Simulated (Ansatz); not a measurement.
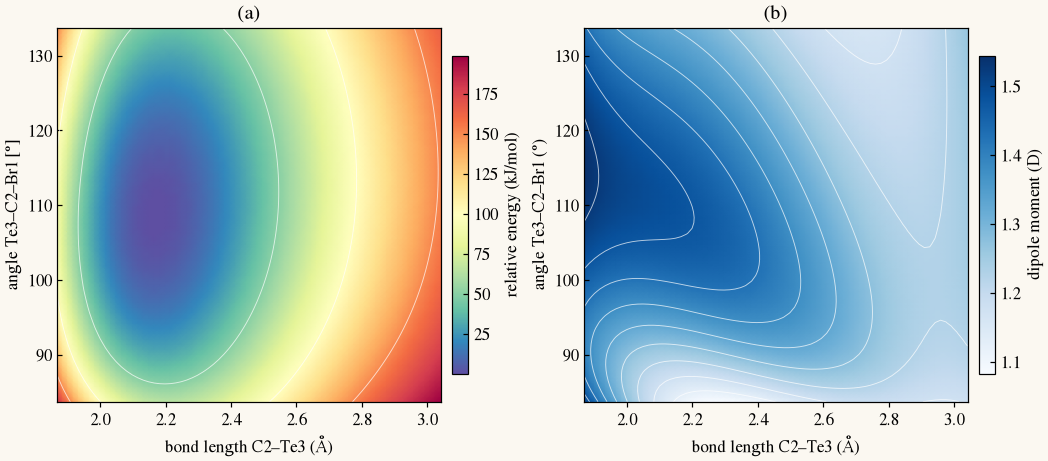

CH₃BrTe, SMILES BrC[TeH]. Coordinates scanned: (1) bond length C2–Te3; (2) angle Te3–C2–Br1. Nothing is relaxed (all other coordinates rigid). The grid has 13 × 13 points. Energies: kJ/mol, counted from the relaxed molecule at the same level. Theory: RKS PBE-D4/def2-TZVP (Ansatz).

Panel (a) is the energy and panel (b) the computed dipole moment on the same grid.

The picture shows a smooth colour map with a few white contour lines. Between grid points the surface is interpolated.

Question: How does the dipole moment vary over the map, and what is it at the lowest grid point?

Answer: Leaving out the highest fifth of the energies, it runs from 1.08 D at bond length C2–Te3 = 2.259 Å, angle Te3–C2–Br1 = 83.7° to 1.54 D at bond length C2–Te3 = 1.868 Å, angle Te3–C2–Br1 = 112.9°. At the lowest grid point, bond length C2–Te3 = 2.161 Å, angle Te3–C2–Br1 = 108.7°, it is 1.48 D.

| angle Te3–C2–Br1 ↓, bond length C2–Te3 → | 1.868 | 1.966 | 2.063 | 2.161 | 2.259 | 2.356 | 2.454 | 2.552 | 2.650 | 2.747 | 2.845 | 2.943 | 3.041 |
| --- | --- | --- | --- | --- | --- | --- | --- | --- | --- | --- | --- | --- | --- |
| 133.7 | 1.43 | 1.38 | 1.34 | 1.32 | 1.29 | 1.26 | 1.22 | 1.19 | 1.17 | 1.16 | 1.18 | 1.21 | 1.26 |
| 129.6 | 1.47 | 1.42 | 1.38 | 1.36 | 1.33 | 1.29 | 1.25 | 1.21 | 1.18 | 1.17 | 1.18 | 1.21 | 1.26 |
| 125.4 | 1.50 | 1.45 | 1.42 | 1.40 | 1.36 | 1.32 | 1.28 | 1.24 | 1.20 | 1.19 | 1.19 | 1.21 | 1.25 |
| 121.2 | 1.53 | 1.48 | 1.46 | 1.43 | 1.40 | 1.36 | 1.31 | 1.26 | 1.22 | 1.20 | 1.20 | 1.21 | 1.25 |
| 117.1 | 1.54 | 1.50 | 1.48 | 1.46 | 1.43 | 1.39 | 1.34 | 1.29 | 1.24 | 1.21 | 1.20 | 1.22 | 1.25 |
| 112.9 | 1.54 | 1.51 | 1.49 | 1.48 | 1.45 | 1.41 | 1.37 | 1.31 | 1.26 | 1.23 | 1.21 | 1.22 | 1.25 |
| 108.7 | 1.53 | 1.50 | 1.49 | 1.48 | 1.46 | 1.43 | 1.39 | 1.34 | 1.29 | 1.24 | 1.22 | 1.22 | 1.25 |
| 104.6 | 1.50 | 1.48 | 1.47 | 1.47 | 1.46 | 1.44 | 1.40 | 1.35 | 1.30 | 1.26 | 1.23 | 1.23 | 1.25 |
| 100.4 | 1.47 | 1.43 | 1.43 | 1.44 | 1.44 | 1.43 | 1.41 | 1.37 | 1.32 | 1.27 | 1.24 | 1.23 | 1.24 |
| 96.2 | 1.42 | 1.38 | 1.37 | 1.38 | 1.39 | 1.40 | 1.39 | 1.36 | 1.32 | 1.28 | 1.24 | 1.23 | 1.24 |
| 92.1 | 1.40 | 1.32 | 1.29 | 1.29 | 1.31 | 1.33 | 1.34 | 1.33 | 1.31 | 1.27 | 1.24 | 1.22 | 1.23 |
| 87.9 | 1.42 | 1.29 | 1.22 | 1.20 | 1.20 | 1.23 | 1.26 | 1.27 | 1.27 | 1.25 | 1.22 | 1.21 | 1.21 |
| 83.7 | 1.51 | 1.33 | 1.20 | 1.11 | 1.08 | 1.09 | 1.12 | 1.16 | 1.18 | 1.19 | 1.18 | 1.17 | 1.18 |
